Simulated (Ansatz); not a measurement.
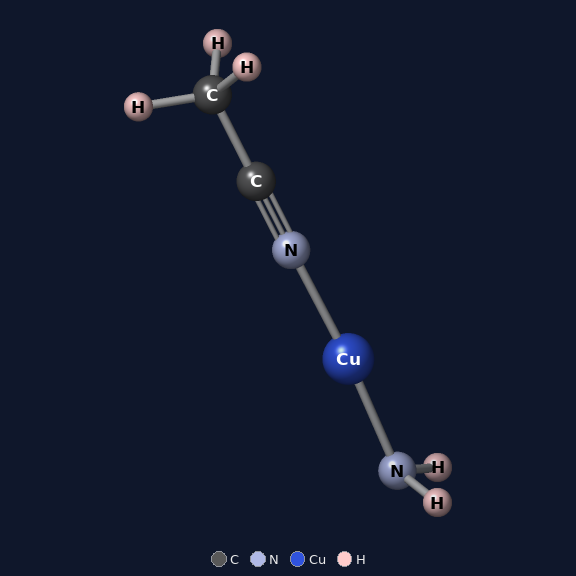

Multiple sticks mark multiple bonds (one Kekulé form).

Charge 0, singlet. The computed structure is the end point of a PBE0-D4/def2-TZVP optimisation. Other spin states may lie lower.

What does the picture show?

The molecule is C₂H₅CuN₂. As SMILES it reads `CC#[N+][Cu-][NH2]`. Coordination: 1 C tetrahedral; 1 C linear; 1 N linear; 1 Cu linear; 1 N trigonal pyramidal.

More results for the same structure follow; atom numbers are the same in all pictures, views and colours differ.

### Geometry

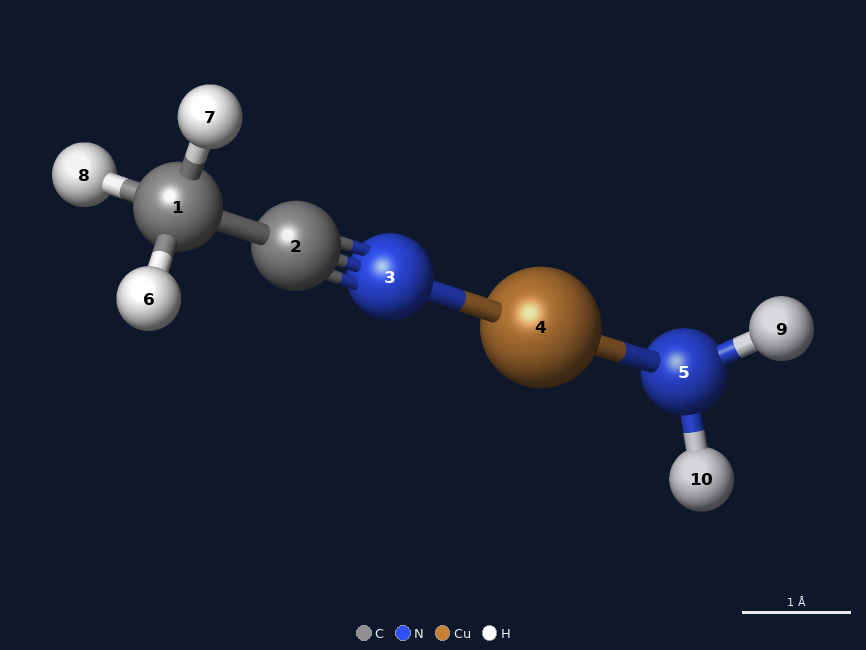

Numbered structure.

Estimate the angles C2–C1–H6, C2–C1–H7, C2–C1–H8, C1–C2–N3, C2–N3–Cu4, N3–Cu4–N5, Cu4–N5–H9, Cu4–N5–H10.

```
     angle  degrees
  C2–C1–H6    109.9
  C2–C1–H7    109.8
  C2–C1–H8    110.0
  C1–C2–N3    179.9
 C2–N3–Cu4    179.3
 N3–Cu4–N5    176.1
 Cu4–N5–H9    114.3
Cu4–N5–H10    114.3
```

### Vibrations

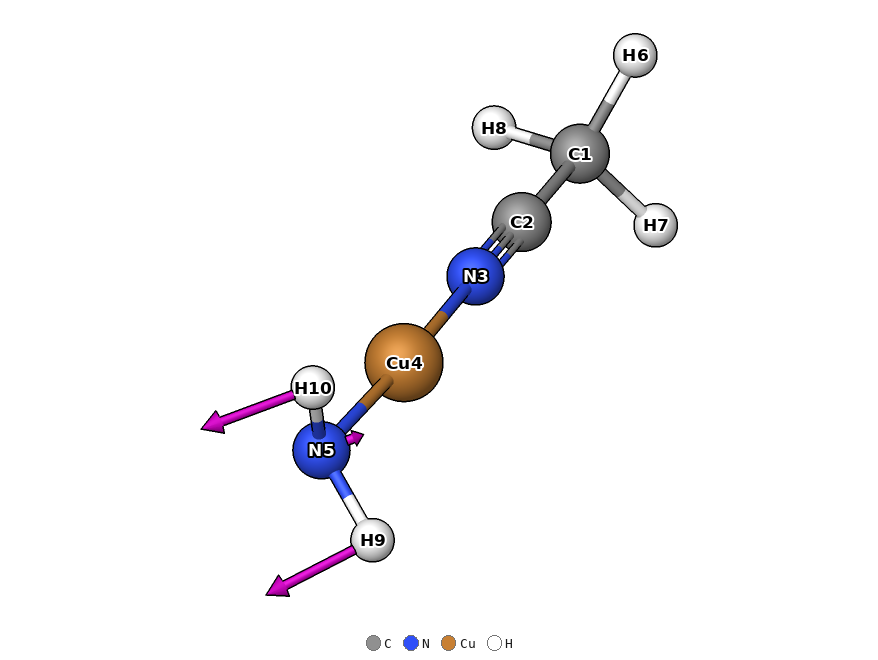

The arrows show one normal mode. Harmonic vibrations computed with RKS PBE0-D4/def2-TZVP (Ansatz 0.2.0) at a stationary point of the same level.

> What kind of motion is it?

Mostly Cu–N–H bending.

> At what wavenumber does it lie?

481 cm⁻¹; it is mode 9 of 24 counted from the lowest.

### Levels of theory compared

Program: Ansatz 0.2.0.

Tabulate HOMO energy (eV), dipole (D) at these levels: B3LYP-D4/def2-TZVPP; PBE-D4/def2-TZVPP; r2SCAN-D4/def2-TZVPP; ωB97M-V/def2-TZVPP.

```json
{"level": "B3LYP-D4/def2-TZVPP", "HOMO energy (eV)": "−4.68", "dipole (D)": "8.42"}
{"level": "PBE-D4/def2-TZVPP", "HOMO energy (eV)": "−3.83", "dipole (D)": "7.45"}
{"level": "r2SCAN-D4/def2-TZVPP", "HOMO energy (eV)": "−3.95", "dipole (D)": "7.84"}
{"level": "ωB97M-V/def2-TZVPP", "HOMO energy (eV)": "−7.13", "dipole (D)": "9.06"}
```

### Charges

The questions are on Mulliken charges. Properties computed with RKS r2SCAN-D4/def2-TZVPP (Ansatz 0.2.0).

> Which atom carries the highest charge (most positive or least negative)?

H9, H10 (0.13 e).

> And the lowest?

N5 (−0.49 e).

List the Mulliken charges.

```
atom  value (e)
  C1      −0.01
  C2       0.02
  N3       0.05
 Cu4      −0.12
  N5      −0.49
  H6       0.10
  H7       0.10
  H8       0.10
  H9       0.13
 H10       0.13
```

Mulliken values depend strongly on the basis set and can even reverse the polarity of a bond.
